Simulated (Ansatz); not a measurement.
**Geometry relaxation, with input and output: Al4N4H4F4**

The run: geometry relaxation of Al4N4H4F4 ((FAlNH)4 cubane). Method and program: RKS PBE-D4/def2-SVP (Ansatz 0.2.0).

The geometry: GFN2-xTB start. Figures and captions count atoms from 1; the log counts them from 0 in places.

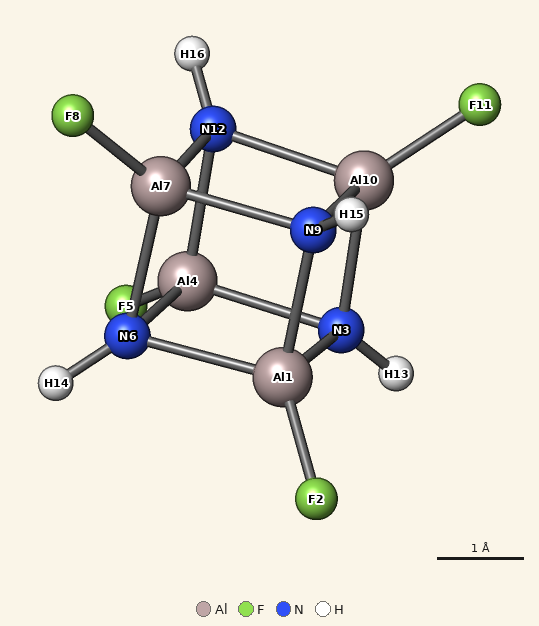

Fig. 1: The input geometry (ball-and-stick view, seen at a tilt; atoms are numbered from 1 in the order of the input). Sticks mark near contacts. Bond lengths as drawn: Al–F 1.64 Å, Al–N 1.93 Å and H–N 1.02 Å.

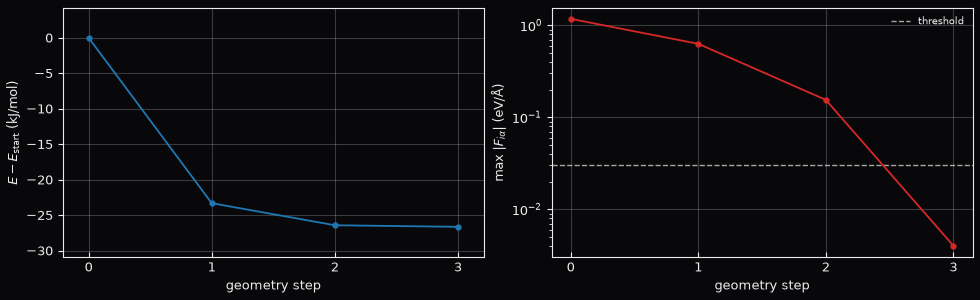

Fig. 2: Progress of the relaxation, step by step (the first geometry is step 0 here and step 1 in the log).

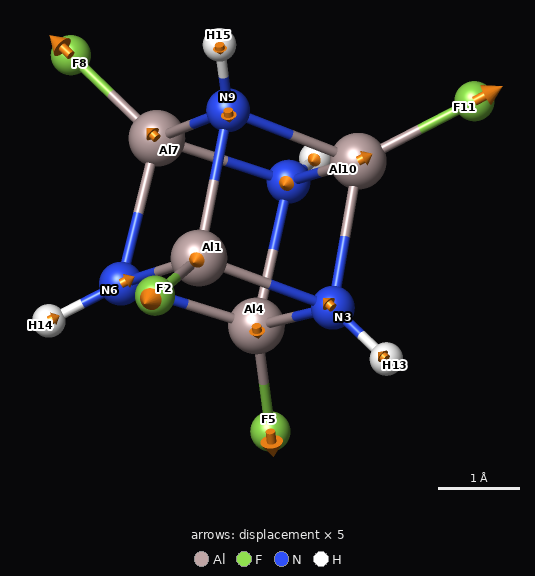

Fig. 3: The starting structure with the displacements as orange arrows, magnified 5 times (ball-and-stick view, seen at a tilt). The two geometries are laid on each other by the best rigid fit. The energy falls by 26.6 kJ/mol in 3 geometry steps. Largest force component: 1.2 eV/Å at the start, 0.004 eV/Å at the end. The largest moves after the best rigid fit, 0.081 Å, are those of F2, F5, F8 and F11. By element the largest moves are F 0.081 Å, Al 0.041 Å, N 0.039 Å, H 0.030 Å. Among the contacts that change: Al10–F11 1.638 → 1.678 Å, N12–H16 1.016 → 1.025 Å. Among the angles that change: Al4–N12–Al7 87.0° → 89.8°, N6–Al7–N9 92.9° → 90.2°. (Atoms are counted from 1 in the order of the input.)

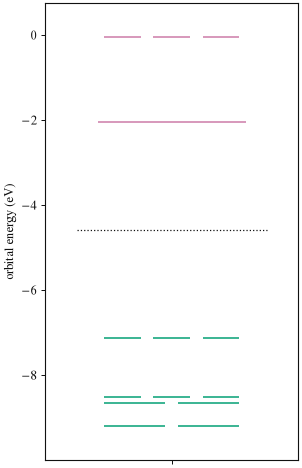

Fig. 4: Orbital energies near the frontier; the dotted line parts filled from empty levels, and levels within 0.02 eV of each other stand side by side. Highest filled −7.13 eV, lowest empty −2.05 eV, 5.08 eV apart.

The input and output of the run follow.

## Input file
```yaml
crystal:
  periodic: [false, false, false]
  atoms:
    - {symbol: Al, position_ang: [-0.783700, 1.429370, 0.042420]}
    - {symbol: F, position_ang: [-1.573470, 2.864000, 0.083280]}
    - {symbol: N, position_ang: [-1.194740, -0.039400, 1.231000]}
    - {symbol: Al, position_ang: [-1.065130, -1.194520, -0.313450]}
    - {symbol: F, position_ang: [-2.133840, -2.395910, -0.627390]}
    - {symbol: N, position_ang: [-0.750870, 0.285810, -1.516940]}
    - {symbol: Al, position_ang: [1.134710, 0.037030, -1.170370]}
    - {symbol: F, position_ang: [2.276700, 0.074580, -2.344510]}
    - {symbol: N, position_ang: [1.120300, 1.257750, 0.329880]}
    - {symbol: Al, position_ang: [0.713370, -0.271940, 1.440540]}
    - {symbol: F, position_ang: [1.428810, -0.544180, 2.888980]}
    - {symbol: N, position_ang: [0.824860, -1.503920, -0.044670]}
    - {symbol: H, position_ang: [-1.899700, -0.062040, 1.962200]}
    - {symbol: H, position_ang: [-1.194930, 0.455590, -2.414770]}
    - {symbol: H, position_ang: [1.783980, 2.002010, 0.524330]}
    - {symbol: H, position_ang: [1.313640, -2.394220, -0.070530]}
basis:
  gaussian: {orbitals: def2-SVP}
hamiltonian: {xc: pbe, dispersion: d4}
scf: {lower_state_search: "off"}
output: {orbitals: {seedname: orbitals}}
relax: {f_tol: 0.03, max_steps: 70}
```

Launch command:
```bash
ansatz run in.yaml --threads 2 --pin off --events-out ev --progress --plain --max-ram 32768MiB --backend cuda --devices 0, --max-vram 18GiB
```

## What the program printed
```
Functional definition: PBE
  name "PBE"
  cite "Perdew, Burke & Ernzerhof, Phys. Rev. Lett. 77, 3865 (1996) doi:10.1103/PhysRevLett.77.3865"
  parent pbe
  parameter kappa = 0.804
  parameter beta = 0.06672455060314922
  exchange = pbe_x(kappa = kappa, mu = beta*pi^2/3)
  correlation = pbe_c(beta = beta)
these checks for a lower state are left out or cut short: stability, starts, cluster_reference, orbital_swaps, neighbouring_geometries, increment
2284 factors; their error is unknown
mean field evaluation 1: about -43211.7137 eV, gradient 1.4e2 eV
mean field evaluation 2: about -43129.5325 eV, gradient 2.3e2 eV
mean field evaluation 4: about -43246.0827 eV, gradient 1.5e1 eV
mean field evaluation 8: about -43246.3455 eV, gradient 2.3e-1 eV
mean field evaluation 16: about -43246.3457 eV, gradient 1.2e-3 eV
mean field -43246.34565399 eV, -1589.2738893581 hartree, gradient 4.7e-6 eV, S^2 0.000000; 0 other end points of the search recorded, 0 dependent functions left out
the calculation of the forces begins
reference -43246.34571898 eV, -1589.2738917466 hartree; 60, 60 occupied and 144, 144 virtual orbitals, 2284 factors
relax step   1: F+E_penalty+E_count = -43247.07029476 eV  Δ(F+E_penalty+E_count) = +0.000e0 eV  max|allowed force component| = 1.178e0 eV/Å  Δτ_max = 0.0000 Å  (18 SCF iters, accepted)
these checks for a lower state are left out or cut short: stability, starts, cluster_reference, orbital_swaps, neighbouring_geometries, increment
2284 factors; their error is unknown
mean field -43246.59137974 eV, -1589.2829196128 hartree, gradient 6.7e-7 eV, S^2 0.000000; 0 other end points of the search recorded, 0 dependent functions left out
the calculation of the forces begins
reference -43246.59144394 eV, -1589.2829219724 hartree; 60, 60 occupied and 144, 144 virtual orbitals, 2284 factors
relax step   2: F+E_penalty+E_count = -43247.31191676 eV  Δ(F+E_penalty+E_count) = -2.416e-1 eV  max|allowed force component| = 6.305e-1 eV/Å  Δτ_max = 0.0591 Å  (19 SCF iters, accepted)
these checks for a lower state are left out or cut short: stability, starts, cluster_reference, orbital_swaps, neighbouring_geometries, increment
2284 factors; their error is unknown
mean field evaluation 32: about -43246.6262 eV, gradient 7.6e-5 eV
mean field -43246.62616209 eV, -1589.2841978407 hartree, gradient 1.6e-6 eV, S^2 0.000000; 0 other end points of the search recorded, 0 dependent functions left out
the calculation of the forces begins
reference -43246.62622630 eV, -1589.2842002003 hartree; 60, 60 occupied and 144, 144 virtual orbitals, 2284 factors
relax step   3: F+E_penalty+E_count = -43247.34414442 eV  Δ(F+E_penalty+E_count) = -3.223e-2 eV  max|allowed force component| = 1.551e-1 eV/Å  Δτ_max = 0.0160 Å  (19 SCF iters, accepted)
these checks for a lower state are left out or cut short: stability, starts, cluster_reference, orbital_swaps, neighbouring_geometries, increment
2284 factors; their error is unknown
mean field -43246.62942597 eV, -1589.2843177862 hartree, gradient 1.5e-6 eV, S^2 0.000000; 0 other end points of the search recorded, 0 dependent functions left out
the calculation of the forces begins
reference -43246.62949017 eV, -1589.2843201455 hartree; 60, 60 occupied and 144, 144 virtual orbitals, 2284 factors
relax step   4: F+E_penalty+E_count = -43247.34646425 eV  Δ(F+E_penalty+E_count) = -2.320e-3 eV  max|allowed force component| = 4.022e-3 eV/Å  Δτ_max = 0.0059 Å  (20 SCF iters, accepted)
Total energy: -43247.34652845 eV, -1589.3106708163 hartree
Atom 0 at    -0.803543     1.464738     0.043285 Å, force    -0.002861     0.003054    -0.000875 eV/Å
Atom 1 at    -1.610864     2.935411     0.086306 Å, force     0.000209     0.000129     0.000241 eV/Å
Atom 2 at    -1.167982    -0.038270     1.203634 Å, force     0.001178     0.000694     0.001212 eV/Å
Atom 3 at    -1.091028    -1.224634    -0.320943 Å, force    -0.001755    -0.004022    -0.001294 eV/Å
Atom 4 at    -2.186201    -2.454733    -0.643367 Å, force    -0.000177     0.000164     0.000028 eV/Å
Atom 5 at    -0.733832     0.279106    -1.482562 Å, force    -0.000628     0.000868     0.000524 eV/Å
Atom 6 at     1.163379     0.038040    -1.199188 Å, force     0.003582     0.000752    -0.002083 eV/Å
Atom 7 at     2.332003     0.076497    -2.403075 Å, force    -0.000151    -0.000081    -0.000159 eV/Å
Atom 8 at     1.095037     1.229437     0.322257 Å, force     0.000770    -0.001000    -0.000845 eV/Å
Atom 9 at     0.731117    -0.278162     1.476818 Å, force     0.001037     0.000078     0.003977 eV/Å
Atom 10 at     1.464895    -0.557300     2.960110 Å, force     0.000189    -0.000092    -0.000100 eV/Å
Atom 11 at     0.806716    -1.470282    -0.043373 Å, force    -0.000758    -0.000278    -0.000395 eV/Å
Atom 12 at    -1.880942    -0.061453     1.939215 Å, force    -0.002533    -0.000278     0.001650 eV/Å
Atom 13 at    -1.182224     0.449855    -2.387945 Å, force    -0.001206     0.000255    -0.002687 eV/Å
Atom 14 at     1.764168     1.980146     0.518805 Å, force     0.001688     0.002292     0.000849 eV/Å
Atom 15 at     1.299291    -2.368387    -0.069976 Å, force     0.001418    -0.002536    -0.000044 eV/Å
Dipole moment:     0.000113     0.000083     0.000045 e Å
Checks for a lower state left out: stability, starts, cluster_reference, orbital_swaps, neighbouring_geometries, increment
```

## Trajectory as extended XYZ (Å, eV, eV/Å), 4 frames, from step=1 to step=4
```
16
Properties=species:S:1:pos:R:3:forces:R:3 step=1 energy=-43247.07029
Al   -0.7837    1.4294    0.0424    0.0855  -0.1630  -0.0055
F    -1.5735    2.8640    0.0833   -0.6309   1.1510   0.0343
N    -1.1947   -0.0394    1.2310    0.9251   0.0348  -0.9500
Al   -1.0651   -1.1945   -0.3135    0.1182   0.1276   0.0346
F    -2.1338   -2.3959   -0.6274   -0.8536  -0.9583  -0.2520
N    -0.7509    0.2858   -1.5169    0.5832  -0.2222   1.1777
Al    1.1347    0.0370   -1.1704   -0.1203  -0.0008   0.1309
F     2.2767    0.0746   -2.3445    0.9095   0.0300  -0.9380
N     1.1203    1.2577    0.3299   -0.8674  -0.9745  -0.2589
Al    0.7134   -0.2719    1.4405   -0.0780   0.0358  -0.1581
F     1.4288   -0.5442    2.8890    0.5726  -0.2185   1.1571
N     0.8249   -1.5039   -0.0447   -0.6373   1.1584   0.0321
H    -1.8997   -0.0620    1.9622   -0.2116  -0.0068   0.2125
H    -1.1949    0.4556   -2.4148   -0.1328   0.0504  -0.2646
H     1.7840    2.0020    0.5243    0.1953   0.2181   0.0573
H     1.3136   -2.3942   -0.0705    0.1424  -0.2621  -0.0097
16
Properties=species:S:1:pos:R:3:forces:R:3 step=2 energy=-43247.31192
Al   -0.8039    1.4661    0.0436    0.3410  -0.6305  -0.0221
F    -1.6014    2.9161    0.0851   -0.3372   0.6165   0.0189
N    -1.1641   -0.0382    1.1992   -0.0043   0.0027   0.0128
Al   -1.0922   -1.2255   -0.3212    0.4665   0.5206   0.1352
F    -2.1722   -2.4392   -0.6389   -0.4571  -0.5130  -0.1349
N    -0.7313    0.2782   -1.4774   -0.0047   0.0032  -0.0093
Al    1.1641    0.0380   -1.2003   -0.4950  -0.0135   0.5137
F     2.3175    0.0760   -2.3872    0.4867   0.0161  -0.5022
N     1.0913    1.2253    0.3213    0.0081   0.0058  -0.0004
Al    0.7316   -0.2787    1.4776   -0.3116   0.1231  -0.6283
F     1.4547   -0.5539    2.9411    0.3067  -0.1171   0.6192
N     0.8038   -1.4652   -0.0435    0.0048  -0.0124  -0.0008
H    -1.8734   -0.0610    1.9335   -0.1128  -0.0043   0.1119
H    -1.1780    0.4488   -2.3797   -0.0704   0.0263  -0.1404
H     1.7585    1.9734    0.5167    0.1036   0.1158   0.0315
H     1.2949   -2.3602   -0.0698    0.0755  -0.1393  -0.0047
16
Properties=species:S:1:pos:R:3:forces:R:3 step=3 energy=-43247.34414
Al   -0.8035    1.4651    0.0435    0.0808  -0.1540  -0.0071
F    -1.6086    2.9301    0.0857   -0.0840   0.1550   0.0053
N    -1.1668   -0.0383    1.2021   -0.0272   0.0013   0.0345
Al   -1.0914   -1.2247   -0.3210    0.1142   0.1244   0.0322
F    -2.1824   -2.4507   -0.6421   -0.1149  -0.1285  -0.0340
N    -0.7330    0.2788   -1.4809   -0.0192   0.0087  -0.0373
Al    1.1634    0.0380   -1.1995   -0.1186  -0.0020   0.1259
F     2.3283    0.0764   -2.3987    0.1218   0.0040  -0.1263
N     1.0938    1.2281    0.3220    0.0290   0.0293   0.0061
Al    0.7312   -0.2784    1.4769   -0.0761   0.0317  -0.1513
F     1.4619   -0.5565    2.9551    0.0772  -0.0296   0.1551
N     0.8057   -1.4686   -0.0435    0.0198  -0.0391  -0.0017
H    -1.8788   -0.0612    1.9383   -0.0112  -0.0009   0.0081
H    -1.1812    0.4498   -2.3861   -0.0063   0.0019  -0.0119
H     1.7630    1.9786    0.5182    0.0087   0.0099   0.0034
H     1.2983   -2.3665   -0.0700    0.0061  -0.0121  -0.0008
16
Properties=species:S:1:pos:R:3:forces:R:3 step=4 energy=-43247.34646
Al   -0.8035    1.4647    0.0433   -0.0029   0.0031  -0.0009
F    -1.6109    2.9354    0.0863    0.0002   0.0001   0.0002
N    -1.1680   -0.0383    1.2036    0.0012   0.0007   0.0012
Al   -1.0910   -1.2246   -0.3209   -0.0018  -0.0040  -0.0013
F    -2.1862   -2.4547   -0.6434   -0.0002   0.0002   0.0000
N    -0.7338    0.2791   -1.4826   -0.0006   0.0009   0.0005
Al    1.1634    0.0380   -1.1992    0.0036   0.0008  -0.0021
F     2.3320    0.0765   -2.4031   -0.0002  -0.0001  -0.0002
N     1.0950    1.2294    0.3223    0.0008  -0.0010  -0.0008
Al    0.7311   -0.2782    1.4768    0.0010   0.0001   0.0040
F     1.4649   -0.5573    2.9601    0.0002  -0.0001  -0.0001
N     0.8067   -1.4703   -0.0434   -0.0008  -0.0003  -0.0004
H    -1.8809   -0.0615    1.9392   -0.0025  -0.0003   0.0016
H    -1.1822    0.4499   -2.3879   -0.0012   0.0003  -0.0027
H     1.7642    1.9801    0.5188    0.0017   0.0023   0.0008
H     1.2993   -2.3684   -0.0700    0.0014  -0.0025   0.0000
```

## Key numbers

```json
{"quantity": "outcome", "value": "converged"}
{"quantity": "total energy", "value": "−43247.3465 eV"}
{"quantity": "mean-field energy", "value": "−43246.6295 eV"}
{"quantity": "dispersion energy", "value": "−0.7170 eV"}
{"quantity": "HOMO", "value": "−7.13 eV"}
{"quantity": "LUMO", "value": "−2.05 eV"}
{"quantity": "largest force (length of the vector) at the end", "value": "0.005 eV/Å"}
{"quantity": "dipole moment", "value": "0.00 D"}
{"quantity": "hardware", "value": "2 CPU threads, shared host"}
{"quantity": "wall time", "value": "13 s (CPU time 13 s)"}
{"quantity": "peak memory", "value": "0.85 GiB"}
```
